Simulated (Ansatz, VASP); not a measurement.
# Cr2Ru3: VASP beside Ansatz

Wanted: the spread between two codes on one cell, functional and k mesh. The structure shown is the end of the VASP relaxation below.

Method: plane waves, with VASP 6.6.1 beside it; single point at PBEsol, in Ansatz 0.2.0.

### Step 1. Starting point

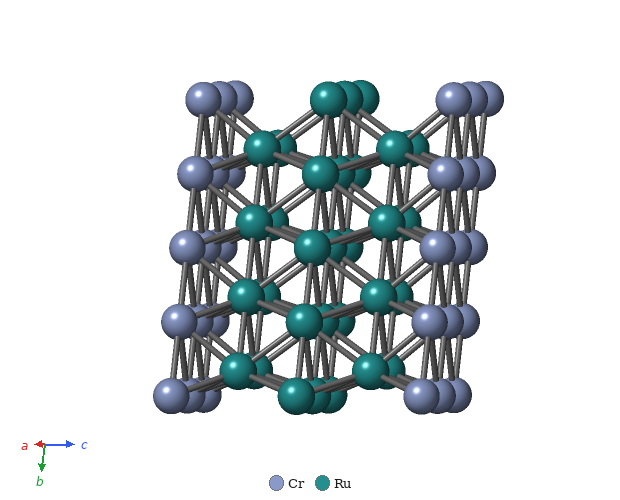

The starting structure, seen from the side, with the c axis across the page (chromium light blue, ruthenium teal). 1×2×1 cells are drawn. Some periodic images of atoms are drawn too.

The cell holds 20 atoms: 8 Cr and 12 Ru. Its edges and angles: a = 5.440 Å, b = 5.440 Å, c = 22.560 Å, α = 90.0°, β = 90.0°, γ = 60.0°. It derives from Ru. As first built, before any earlier steps moved the atoms: kind: overlayer; added: Cr; how: one layer, both faces;. Regions: layer 1, 4 atoms (4 Cr); layer 2, 4 atoms (4 Ru); layer 3, 4 atoms (4 Ru); other layers, 8 atoms (4 Ru and 4 Cr). Vacuum lies along c.

### Step 2. VASP: relaxation, PBEsol

This run makes the geometry at which the two programs are then compared.

Lines of VASP's logs that name or quote its potential files are left out, and so is its time.

Contents of INCAR:

```
SYSTEM = Cr2Ru3
PREC = Normal
ENCUT = 330
EDIFF = 1E-05
NELM = 100
ISMEAR = 0
SIGMA = 0.1
LREAL = Auto
ALGO = Fast
GGA = PS
NBANDS = 194
ISPIN = 2
MAGMOM = 3 3 3 3 3 3 3 3 1 1 1 1 1 1 1 1 1 1 1 1
LASPH = .TRUE.
LMAXMIX = 4
LORBIT = 11
LWAVE = .FALSE.
LCHARG = .FALSE.
KPAR = 2
NCORE = 4
IBRION = 2
NSW = 50
ISIF = 0
EDIFFG = -0.05
```

Contents of POSCAR:

```
Cr2Ru3
1.0
    5.4400000000      0.0000000000      0.0000000000
    2.7200000000      4.7111781966      0.0000000000
    0.0000000000      0.0000000000     22.5600000000
Cr Ru
8 12
Selective dynamics
Direct
    0.0000000000      0.0000000000      0.6897163120  T T T
    0.5000000000      0.0000000000      0.6897163120  T T T
    0.0000000000      0.5000000000      0.6897163120  T T T
    0.5000000000      0.5000000000      0.6897163120  T T T
    0.0000000000      0.0000000000      0.3102836880  T T T
    0.5000000000      0.0000000000      0.3102836880  T T T
    0.0000000000      0.5000000000      0.3102836880  T T T
    0.5000000000      0.5000000000      0.3102836880  T T T
    0.8333333330      0.3333333330      0.5948581560  T T T
    0.3333333330      0.3333333330      0.5948581560  T T T
    0.8333333330      0.8333333330      0.5948581560  T T T
    0.3333333330      0.8333333330      0.5948581560  T T T
    0.0000000000      0.0000000000      0.5000000000  F F F
    0.5000000000      0.0000000000      0.5000000000  F F F
    0.0000000000      0.5000000000      0.5000000000  F F F
    0.5000000000      0.5000000000      0.5000000000  F F F
    0.8333333330      0.3333333330      0.4051418440  T T T
    0.3333333330      0.3333333330      0.4051418440  T T T
    0.8333333330      0.8333333330      0.4051418440  T T T
    0.3333333330      0.8333333330      0.4051418440  T T T
```

Contents of KPOINTS:

```
Automatic mesh
0
Gamma
4 4 1
0 0 0
```

PAW data sets: Cr_pv and Ru_pv (PBE family, release 64).

On the command line:

```
$ mpirun -np 8 vasp_std
```

Numbers of over 12 decimals in the logs are rounded to 6 here.

The program printed:

```text
[banner, memory and clock lines left out]
running    8 mpi-ranks, on    1 nodes
 distrk:  each k-point on    4 cores,    2 groups
 distr:  one band on    4 cores,    1 groups

 POSCAR found type information on POSCAR CrRu
 POSCAR found :  2 types and      20 ions
|                                                                             |
|               ----> ADVICE to this user running VASP <----                  |
|                                                                             |
|     You enforced a specific xc type in the INCAR file but a different       |
|     [... a line on the potential file left out ...]
|     I HOPE YOU KNOW WHAT YOU ARE DOING!                                     |
|                                                                             |

 LDA part: xc-table for (Slater+PW92), standard interpolation
 POSCAR, INCAR and KPOINTS ok, starting setup
 FFT: planning ... GRIDC
 FFT: planning ... GRID_SOFT
 FFT: planning ... GRID
 WAVECAR not read
 entering main loop
       N       E                     dE             d eps       ncg     rms          rms(c)
DAV:   1     0.255902458347E+04    0.25590E+04   -0.13151E+05  3736   0.101E+03
DAV:   2    -0.103765609856E+03   -0.26628E+04   -0.25312E+04  3312   0.376E+02
DAV:   3    -0.209068669475E+03   -0.10530E+03   -0.10026E+03  3372   0.863E+01
DAV:   4    -0.211285967800E+03   -0.22173E+01   -0.22120E+01  3600   0.112E+01
DAV:   5    -0.211395247286E+03   -0.10928E+00   -0.10924E+00  4448   0.192E+00    0.641E+01
RMM:   6    -0.438551373291E+03   -0.22716E+03   -0.38224E+02  3114   0.445E+01    0.144E+02
RMM:   7    -0.184762692965E+03    0.25379E+03   -0.73331E+01  3113   0.205E+01    0.426E+01
RMM:   8    -0.186672774475E+03   -0.19101E+01   -0.16422E+01  3113   0.952E+00    0.342E+01
RMM:   9    -0.178978926747E+03    0.76938E+01   -0.12769E+01  3113   0.753E+00    0.163E+01
RMM:  10    -0.182782132711E+03   -0.38032E+01   -0.40493E+00  3115   0.448E+00    0.125E+01
RMM:  11    -0.181725093786E+03    0.10570E+01   -0.93311E-01  3112   0.229E+00    0.103E+01
RMM:  12    -0.185226483980E+03   -0.35014E+01   -0.12753E+00  3180   0.171E+00    0.672E+00
RMM:  13    -0.186769440974E+03   -0.15430E+01   -0.73960E+00  3529   0.297E+00    0.681E+00
RMM:  14    -0.186737234995E+03    0.32206E-01   -0.43057E-01  3149   0.898E-01    0.633E+00
[...]
RMM:  26    -0.188652073770E+03   -0.20456E+00   -0.78008E-03  3781   0.133E-01    0.269E-01
RMM:  27    -0.188741590633E+03   -0.89517E-01   -0.41975E-03  3557   0.942E-02    0.213E-01
RMM:  28    -0.188755695084E+03   -0.14104E-01   -0.11325E-03  3368   0.628E-02    0.152E-01
RMM:  29    -0.188759686843E+03   -0.39918E-02   -0.72105E-04  3301   0.507E-02    0.104E-01
RMM:  30    -0.188761577893E+03   -0.18910E-02   -0.62290E-04  3262   0.469E-02    0.833E-02
RMM:  31    -0.188762361145E+03   -0.78325E-03   -0.30797E-04  3151   0.341E-02    0.742E-02
RMM:  32    -0.188762640784E+03   -0.27964E-03   -0.16875E-04  3067   0.236E-02    0.738E-02
RMM:  33    -0.188762641058E+03   -0.27368E-06   -0.47563E-05  2575   0.107E-02
   1 F= -.18876264E+03 E0= -.18868159E+03  d E =-.188763E+03  mag=    17.4153
[... from here on, the cycles between the ionic steps are left out ...]
   4 F= -.19031506E+03 E0= -.19026598E+03  d E =-.155242E+01  mag=     0.0284
   5 F= -.19033362E+03 E0= -.19028440E+03  d E =-.157097E+01  mag=     0.0179
   6 F= -.19041211E+03 E0= -.19036260E+03  d E =-.784892E-01  mag=     0.0082
   7 F= -.19047877E+03 E0= -.19042676E+03  d E =-.145157E+00  mag=     0.0040
   8 F= -.19041828E+03 E0= -.19035191E+03  d E =-.846631E-01  mag=     0.0009
   9 F= -.19048831E+03 E0= -.19043371E+03  d E =-.154694E+00  mag=     0.0005
  10 F= -.19051358E+03 E0= -.19046368E+03  d E =-.252743E-01  mag=     0.0003
 trial-energy change:   -0.025274  1 .order   -0.022151   -0.067724    0.023421
 step:   1.1926(harm=  1.1383)  dis= 0.02225  next Energy=  -190.516144 (dE=-0.278E-01)
 bond charge predicted
       N       E                     dE             d eps       ncg     rms          rms(c)
DAV:   1    -0.190493599267E+03    0.19985E-01   -0.22774E+00  3704   0.874E+00    0.476E-01
RMM:   2    -0.190541749265E+03   -0.48150E-01   -0.21635E-01  3118   0.165E+00    0.174E+00
RMM:   3    -0.190515966445E+03    0.25783E-01   -0.41560E-02  3129   0.613E-01    0.288E-01
RMM:   4    -0.190516495046E+03   -0.52860E-03   -0.86867E-03  3367   0.227E-01    0.196E-01
RMM:   5    -0.190516365294E+03    0.12975E-03   -0.11454E-03  3195   0.892E-02    0.158E-01
RMM:   6    -0.190516253852E+03    0.11144E-03   -0.35031E-04  3150   0.530E-02    0.771E-02
RMM:   7    -0.190516232472E+03    0.21379E-04   -0.14943E-04  3214   0.350E-02    0.161E-02
RMM:   8    -0.190516237256E+03   -0.47836E-05   -0.49328E-05  2487   0.158E-02
  11 F= -.19051624E+03 E0= -.19046549E+03  d E =-.279272E-01  mag=     0.0002
 curvature:  -0.79 expect dE=-0.304E-03 dE for cont linesearch -0.191E-05
 trial: gam= 0.06548 g(F)=  0.383E-03 g(S)=  0.000E+00 ort =-0.389E-03 (trialstep = 0.146E+01)
 search vector abs. value=  0.601E-03
 reached required accuracy - stopping structural energy minimisation
```

OUTCAR, selected parts (step 2):

```text
ion  position               nearest neighbor table
   1  0.000  0.000  0.690-  12 2.65   9 2.65  11 2.65   2 2.72   2 2.72   3 2.72   4 2.72   3 2.72
                             4 2.72
   2  0.500  0.000  0.690-  11 2.65  10 2.65  12 2.65   1 2.72   1 2.72   3 2.72   4 2.72   4 2.72
                             3 2.72
   3  0.000  0.500  0.690-  10 2.65  11 2.65   9 2.65   4 2.72   4 2.72   1 2.72   2 2.72   2 2.72
                             1 2.72
   4  0.500  0.500  0.690-   9 2.65  12 2.65  10 2.65   3 2.72   3 2.72   1 2.72   2 2.72   1 2.72
                             2 2.72
   5  0.000  0.000  0.310-  20 2.65  17 2.65  19 2.65   6 2.72   6 2.72   7 2.72   8 2.72   7 2.72
                             8 2.72
   6  0.500  0.000  0.310-  19 2.65  18 2.65  20 2.65   5 2.72   5 2.72   7 2.72   8 2.72   8 2.72
                             7 2.72
   7  0.000  0.500  0.310-  18 2.65  19 2.65  17 2.65   8 2.72   8 2.72   5 2.72   6 2.72   6 2.72
                             5 2.72
   8  0.500  0.500  0.310-  17 2.65  20 2.65  18 2.65   7 2.72   7 2.72   5 2.72   6 2.72   5 2.72
                             6 2.72
   9  0.833  0.333  0.595-   4 2.65  16 2.65  13 2.65   1 2.65  15 2.65   3 2.65  10 2.72  10 2.72
                            11 2.72  12 2.72  11 2.72  12 2.72
  10  0.333  0.333  0.595-   3 2.65  15 2.65  14 2.65   2 2.65   4 2.65  16 2.65   9 2.72   9 2.72
                            11 2.72  12 2.72  12 2.72  11 2.72
  11  0.833  0.833  0.595-   2 2.65  14 2.65   3 2.65  15 2.65   1 2.65  13 2.65  12 2.72  12 2.72
                             9 2.72  10 2.72  10 2.72   9 2.72
  12  0.333  0.833  0.595-   1 2.65  13 2.65   4 2.65  16 2.65  14 2.65   2 2.65  11 2.72  11 2.72
                             9 2.72  10 2.72   9 2.72  10 2.72
  13  0.000  0.000  0.500-  12 2.65  20 2.65  17 2.65   9 2.65  19 2.65  11 2.65  14 2.72  14 2.72
                            15 2.72  16 2.72  15 2.72  16 2.72
  14  0.500  0.000  0.500-  11 2.65  19 2.65  18 2.65  10 2.65  12 2.65  20 2.65  13 2.72  13 2.72
                            15 2.72  16 2.72  16 2.72  15 2.72
  15  0.000  0.500  0.500-  10 2.65  18 2.65  11 2.65  19 2.65   9 2.65  17 2.65  16 2.72  16 2.72
                            13 2.72  14 2.72  14 2.72  13 2.72
  16  0.500  0.500  0.500-   9 2.65  17 2.65  12 2.65  20 2.65  18 2.65  10 2.65  15 2.72  15 2.72
                            13 2.72  14 2.72  13 2.72  14 2.72
  17  0.833  0.333  0.405-   8 2.65  16 2.65  13 2.65   5 2.65  15 2.65   7 2.65  18 2.72  18 2.72
                            19 2.72  20 2.72  19 2.72  20 2.72
  18  0.333  0.333  0.405-   7 2.65  15 2.65  14 2.65   6 2.65   8 2.65  16 2.65  17 2.72  17 2.72
                            19 2.72  20 2.72  20 2.72  19 2.72
  19  0.833  0.833  0.405-   6 2.65  14 2.65   7 2.65  15 2.65   5 2.65  13 2.65  20 2.72  20 2.72
                            17 2.72  18 2.72  18 2.72  17 2.72
  20  0.333  0.833  0.405-   5 2.65  13 2.65   8 2.65  16 2.65  14 2.65   6 2.65  19 2.72  19 2.72
                            17 2.72  18 2.72  17 2.72  18 2.72

  LATTYP: Found a hexagonal cell.
 ALAT       =     5.4400000000
 C/A-ratio  =     4.1470588235

 Subroutine GETGRP returns: Found 12 space group operations
 (whereof 12 operations were pure point group operations)

The static configuration has the point symmetry D_3h.

 Found      4 irreducible k-points:

   k-points           NKPTS =      4   k-points in BZ     NKDIM =      4   number of bands    NBANDS=    194

   dimension x,y,z NGX =    24 NGY =   24 NGZ =  100
   dimension x,y,z NGXF=    48 NGYF=   48 NGZF=  200

   ENCUT  =  330.0 eV  24.25 Ry    4.92 a.u.   8.06  8.06 33.42*2*pi/ulx,y,z

   NELECT =     264.0000    total number of electrons

 k-points in reciprocal lattice and weights: Automatic mesh
   0.00000000  0.00000000  0.00000000       0.062
   0.25000000 -0.00000000  0.00000000       0.375
   0.50000000 -0.00000000  0.00000000       0.188
   0.50000000  0.25000000  0.00000000       0.375

 average (electrostatic) potential at core
       1 -73.4087       2 -73.4087       3 -73.4087       4 -73.4087       5 -73.4087
       6 -73.4087       7 -73.4087       8 -73.4087       9 -76.9172      10 -76.9172
      11 -76.9172      12 -76.9172      13 -76.8718      14 -76.8718      15 -76.8718
      16 -76.8718      17 -76.9172      18 -76.9172      19 -76.9172      20 -76.9172

 E-fermi :   2.7546

 spin component 1
 k-point     1 :       0.0000    0.0000    0.0000
  band No.  band energies     occupation
    ...
    122       2.6542      0.92208
    123       2.6542      0.92208
    124       2.6542      0.92208
    125       2.7439      0.56026
    126       2.7439      0.56002
    127       2.7597      0.47087
    128       2.7597      0.47087
    129       2.7598      0.47073
    130       3.3170      0.00000
    131       3.4209      0.00000
    ...

 k-point     2 :       0.2500   -0.0000    0.0000
  band No.  band energies     occupation
    ...
    125       2.4692      0.99997
    126       2.4844      0.99993
    127       2.4996      0.99984
    128       2.6170      0.97411
    129       2.6983      0.78713
    130       2.8665      0.05671
    131       2.8665      0.05670
    132       2.8670      0.05587
    133       2.8670      0.05585
    134       2.8829      0.03478
    ...

 k-point     3 :       0.5000   -0.0000    0.0000
  band No.  band energies     occupation
    ...
    132       2.3820      1.00000
    133       2.4602      0.99998
    134       2.4602      0.99998
    135       2.6195      0.97194
    136       2.6195      0.97194
    137       2.9819      0.00065
    138       2.9819      0.00065
    139       3.3406      0.00000
    140       3.3406      0.00000
    141       3.3878      0.00000
    ...

 k-point     4 :       0.5000    0.2500    0.0000
  band No.  band energies     occupation
    ...
    131       2.4572      0.99999
    132       2.4622      0.99998
    133       2.5148      0.99965
    134       2.6836      0.84241
    135       2.8468      0.09616
    136       2.9133      0.01240
    137       2.9133      0.01240
    138       3.0255      0.00006
    139       3.3870      0.00000
    140       3.5150      0.00000
    ...

 spin component 2
 k-point     1 :       0.0000    0.0000    0.0000
  band No.  band energies     occupation
    ...
    122       2.6542      0.92208
    123       2.6542      0.92207
    124       2.6542      0.92207
    125       2.7439      0.56024
    126       2.7439      0.56000
    127       2.7598      0.47082
    128       2.7598      0.47082
    129       2.7598      0.47069
    130       3.3170      0.00000
    131       3.4209      0.00000
    ...

 k-point     2 :       0.2500   -0.0000    0.0000
  band No.  band energies     occupation
    ...
    125       2.4692      0.99997
    126       2.4844      0.99993
    127       2.4996      0.99984
    128       2.6170      0.97411
    129       2.6983      0.78701
    130       2.8665      0.05669
    131       2.8665      0.05669
    132       2.8670      0.05586
    133       2.8671      0.05584
    134       2.8829      0.03478
    ...

  energy-cutoff  :      330.00
  volume of cell :      578.19
      direct lattice vectors                 reciprocal lattice vectors
     5.440000000  0.000000000  0.000000000     0.183823529 -0.106130564  0.000000000
     2.720000000  4.711178197  0.000000000     0.000000000  0.212261128  0.000000000
     0.000000000  0.000000000 22.560000000     0.000000000  0.000000000  0.044326241

 POSITION                                       TOTAL-FORCE (eV/Angst)
 -----------------------------------------------------------------------------------
      0.00000      0.00000     15.35467        -0.000000      0.000000     -0.029391
      2.72000      0.00000     15.35467        -0.000000     -0.000000     -0.029391
      1.36000      2.35559     15.35467        -0.000000      0.000000     -0.029391
      4.08000      2.35559     15.35467         0.000000     -0.000000     -0.029391
      0.00000      0.00000      7.20533         0.000000      0.000000      0.029391
      2.72000      0.00000      7.20533        -0.000000      0.000000      0.029391
      1.36000      2.35559      7.20533         0.000000      0.000000      0.029391
      4.08000      2.35559      7.20533        -0.000000     -0.000000      0.029391
      5.44000      1.57039     13.43644        -0.000000      0.000000      0.011345
      2.72000      1.57039     13.43644         0.000000     -0.000000      0.011345
      6.80000      3.92598     13.43644         0.000000     -0.000000      0.011345
      4.08000      3.92598     13.43644         0.000000     -0.000000      0.011345
      0.00000      0.00000     11.28000         0.000000      0.000000     -0.000000
      2.72000      0.00000     11.28000         0.000000      0.000000     -0.000000
      1.36000      2.35559     11.28000         0.000000      0.000000     -0.000000
      4.08000      2.35559     11.28000         0.000000      0.000000     -0.000000
      5.44000      1.57039      9.12356        -0.000000     -0.000000     -0.011345
      2.72000      1.57039      9.12356        -0.000000     -0.000000     -0.011345
      6.80000      3.92598      9.12356         0.000000     -0.000000     -0.011345
      4.08000      3.92598      9.12356         0.000000      0.000000     -0.011345
 -----------------------------------------------------------------------------------
    total drift:                                0.000031      0.000018      0.000011

  FREE ENERGIE OF THE ION-ELECTRON SYSTEM (eV)
  ---------------------------------------------------
  free  energy   TOTEN  =      -190.5162372560 eV

  energy  without entropy=     -190.4147343160  energy(sigma->0) =     -190.46548579

 reached required accuracy - stopping structural energy minimisation

 total charge
# of ion       s       p       d       tot
------------------------------------------
    1        0.388   6.244   4.169  10.800
    2        0.388   6.244   4.169  10.800
    3        0.388   6.244   4.169  10.800
    4        0.388   6.244   4.169  10.800
    5        0.388   6.244   4.169  10.800
    6        0.388   6.244   4.169  10.800
    7        0.388   6.244   4.169  10.800
    8        0.388   6.244   4.169  10.800
    9        0.419   6.320   5.990  12.730
   10        0.419   6.320   5.990  12.730
   11        0.419   6.320   5.990  12.730
   12        0.419   6.320   5.990  12.730
   13        0.395   6.293   5.957  12.645
   14        0.395   6.293   5.957  12.645
   15        0.395   6.293   5.957  12.645
   16        0.395   6.293   5.957  12.645
   17        0.419   6.320   5.990  12.730
   18        0.419   6.320   5.990  12.730
   19        0.419   6.320   5.990  12.730
   20        0.419   6.320   5.990  12.730
--------------------------------------------------
tot          8.035 125.685 105.102 238.822

 magnetization (x)
# of ion       s       p       d       tot
------------------------------------------
    1        0.000   0.000   0.000   0.000
    2        0.000   0.000   0.000   0.000
    3        0.000   0.000   0.000   0.000
    4        0.000   0.000   0.000   0.000
    5        0.000   0.000   0.000   0.000
    6        0.000   0.000   0.000   0.000
    7        0.000   0.000   0.000   0.000
    8        0.000   0.000   0.000   0.000
    9       -0.000   0.000  -0.000  -0.000
   10       -0.000   0.000  -0.000  -0.000
   11       -0.000   0.000  -0.000  -0.000
   12       -0.000   0.000  -0.000  -0.000
   13       -0.000  -0.000   0.000  -0.000
   14       -0.000  -0.000   0.000  -0.000
   15       -0.000  -0.000   0.000  -0.000
   16       -0.000  -0.000   0.000  -0.000
   17       -0.000   0.000  -0.000  -0.000
   18       -0.000   0.000  -0.000  -0.000
   19       -0.000   0.000  -0.000  -0.000
   20       -0.000   0.000  -0.000  -0.000
--------------------------------------------------
tot          0.000   0.000   0.000   0.000

[... 2 further parts left out ...]
```

CONTCAR:

```
Cr2Ru3
   1.00000000000000
     5.4400000000000004    0.0000000000000000    0.0000000000000000
     2.7200000000000002    4.7111781965999997    0.0000000000000000
     0.0000000000000000    0.0000000000000000   22.5599999999999987
  Cr              Ru
     8    12
Selective dynamics
Direct
     0.0000000000000000    0.0000000000000000    0.6806148243559121   T   T   T
     0.5000000000000000    0.0000000000000000    0.6806148243559121   T   T   T
     0.0000000000000000    0.5000000000000000    0.6806148243559121   T   T   T
     0.5000000000000000    0.5000000000000000    0.6806148243559121   T   T   T
     0.0000000000000000    0.0000000000000000    0.3193851756440879   T   T   T
     0.5000000000000000    0.0000000000000000    0.3193851756440879   T   T   T
     0.0000000000000000    0.5000000000000000    0.3193851756440879   T   T   T
     0.5000000000000000    0.5000000000000000    0.3193851756440879   T   T   T
     0.8333333329999988    0.3333333329999988    0.5955869356440688   T   T   T
     0.3333333329999988    0.3333333329999988    0.5955869356440688   T   T   T
     0.8333333329999988    0.8333333329999988    0.5955869356440688   T   T   T
     0.3333333329999988    0.8333333329999988    0.5955869356440688   T   T   T
     0.0000000000000000    0.0000000000000000    0.5000000000000000   F   F   F
     0.5000000000000000    0.0000000000000000    0.5000000000000000   F   F   F
     0.0000000000000000    0.5000000000000000    0.5000000000000000   F   F   F
     0.5000000000000000    0.5000000000000000    0.5000000000000000   F   F   F
     0.8333333329999988    0.3333333329999988    0.4044130643559310   T   T   T
     0.3333333329999988    0.3333333329999988    0.4044130643559310   T   T   T
     0.8333333329999988    0.8333333329999988    0.4044130643559310   T   T   T
     0.3333333329999988    0.8333333329999988    0.4044130643559310   T   T   T
```

[end of part 1 of 2]

[Lines on the potential files, build, host, timing and source positions are cut from VASP's logs without a mark.]

[Logs are printed without paths, hosts, clocks, repeated set-up lines and the standing remarks that a program may print on its own settings, such as how far it seeks lower states.]

[Hosts, paths, dates, database ids (printed as entryN), source tags and the programs' standing remarks are cut or masked in the printed files.]
